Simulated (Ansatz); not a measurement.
**BH₄O (doublet): from Hartree-Fock to the top rungs at distance O1–H3 along a hydrogen transfer = 1.218 Å, cc-pVDZ**

How much of the correlation energy of BH₄O (doublet) does each wave-function method recover here?

The runs use Ansatz 0.2.0, Gaussian basis; cc-pVDZ, core rule «outside noble gas», up to 2 orbitals frozen.

The runs, in order: UHF; CCSD(T) on ROHF; CCSD(T) on UHF; BCCD(T) on ROHF; CISD; CCSDT(Q) on ROHF; CCSDT(Q) on UHF; CASSCF and MRCISD+Q, 3 electrons in 3 orbitals; CASSCF and NEVPT2, 3 electrons in 3 orbitals.

10 further runs of the same task are left out: 1 for a mislabelled method, 8 that didn't finish, 1 set aside as unsound or not needed.

## (1) The geometry

The geometry derives from fragments relaxed apart (PBE0/def2-TZVP) and kept rigid, so it is no stationary point. A hydrogen atom is moved between rigid fragments.

6 atoms, charge 0, spin multiplicity 2.

Atoms are counted from 1 here; the program's logs count them from 0.

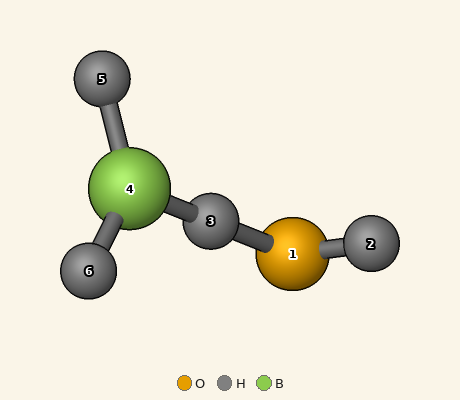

The structure; oxygen amber, hydrogen grey, boron green; atoms are numbered from 1 in the order of the file.

As a file:

```xyz
6

O    -1.0760   -0.0303    0.0000
H    -1.3253    0.8963    0.0000
H     0.1420   -0.0303    0.0000
B     1.3550   -0.0303    0.0000
H     1.8641   -0.0303    1.0770
H     1.8641   -0.0303   -1.0770
```

## (2) UHF

File in.yaml:

```yaml
crystal:
  periodic: [false, false, false]
  atoms:
    - {symbol: O, position_ang: [-1.075954, -0.030281, 0.000000]}
    - {symbol: H, position_ang: [-1.325264, 0.896295, 0.000000]}
    - {symbol: H, position_ang: [0.142046, -0.030281, 0.000000]}
    - {symbol: B, position_ang: [1.355046, -0.030281, 0.000000]}
    - {symbol: H, position_ang: [1.864119, -0.030281, 1.077008]}
    - {symbol: H, position_ang: [1.864119, -0.030281, -1.077009]}
basis:
  gaussian: {orbitals: cc-pVDZ}
magnetization: {spin_polarized: true, initial_magnetization: 1}
hamiltonian: {xc: hf}
output: {orbitals: {seedname: orbitals}}
```

Command:

```console
> ansatz run in.yaml --threads 1 --pin off --events-out ev --progress --plain --max-ram 2393MiB
```

The runs that follow: CCSD(T) on ROHF; CCSD(T) on UHF; BCCD(T) on ROHF; CISD; CCSDT(Q) on ROHF; CCSDT(Q) on UHF; CASSCF and MRCISD+Q, 3 electrons in 3 orbitals; CASSCF and NEVPT2, 3 electrons in 3 orbitals.

**Question.** What will the summary of the whole plan be? Wanted: UCCSDT(Q) below the RHF energy; RMP2 from UCCSDT(Q); UMP2 from UCCSDT(Q); RCCSD from UCCSDT(Q); RCCSD(T) from UCCSDT(Q); UCCSD(T) from UCCSDT(Q); RCCSDT(Q) from UCCSDT(Q); NEVPT2 pair from UCCSDT(Q); MRCISD+Q pair from UCCSDT(Q).

As calculated:

```
                         quantity                                                   value
   UCCSDT(Q) below the RHF energy                                              -8.8325 eV
              RMP2 from UCCSDT(Q)                                           +103.5 kJ/mol
              UMP2 from UCCSDT(Q)                                           +110.7 kJ/mol
             RCCSD from UCCSDT(Q)                                            +19.6 kJ/mol
          RCCSD(T) from UCCSDT(Q)                                             +3.6 kJ/mol
          UCCSD(T) from UCCSDT(Q)                                             +3.6 kJ/mol
         RCCSDT(Q) from UCCSDT(Q)                                              0.0 kJ/mol
       NEVPT2 pair from UCCSDT(Q)                                           +103.3 kJ/mol
     MRCISD+Q pair from UCCSDT(Q)                                            +10.8 kJ/mol
levels within 1 kcal/mol (43 meV)  RCCSD(T), UCCSD(T), BCCD(T), RCCSDT, UCCSDT, RCCSDT(Q)
                    T1 diagnostic                                                   0.025
```

RCCSD(T) lands +3.6 kJ/mol from the yardstick (0.4 % of the correlation energy). Of the multireference levels listed MRCISD+Q pair comes nearest in total energy (+10.8 kJ/mol), which doesn't show that its space is the better one. These misses are within one basis, not against nature; the frozen cores of restricted and unrestricted runs differ, which can shift their rows.
